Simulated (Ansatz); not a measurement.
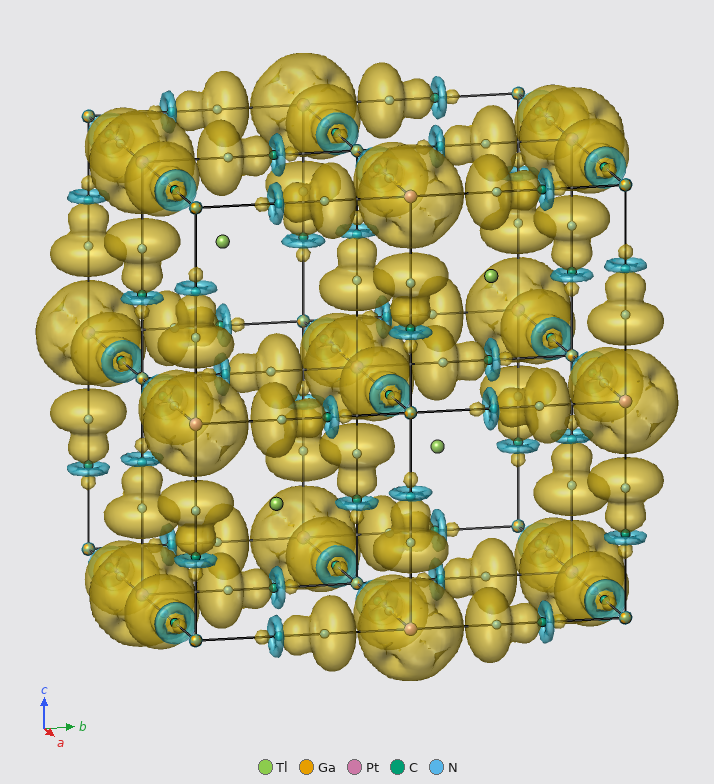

The picture shows: TlGaPtC$_{6}$N$_{6}$. Isosurfaces of the magnetisation density (up minus down) at +0.008 (yellow) and −0.008 e/Å³ (cyan), seen slightly off an axis. Sticks mark near contacts.

Space group F-43m; a structure generated by program, which may or may not match a known phase; spin-polarised.

All numbers below come from DFT PBE, scalar-relativistic, plane waves, PAW in Ansatz 0.2.0.

The density is the valence pseudo-density of a PAW calculation; it isn't the true density close to the nuclei.

TlGaPtC$_{6}$N$_{6}$, 60 atoms, a = 11.02 Å, b = 11.02 Å, c = 11.02 Å, α = 90.00°, β = 90.00°, γ = 90.00°.

Which atoms carry the moments, and with what signs?

The spin density sits on Pt: +1.2 μB (×4) in one cell of 60 atoms, with smaller moments on other sites: N (up to +0.05 μB): parallel main moments, as they must be, since the calculation's own cell holds one magnetic site. The cell of the calculation (15 atoms) carries 2.0 μB of net spin moment.
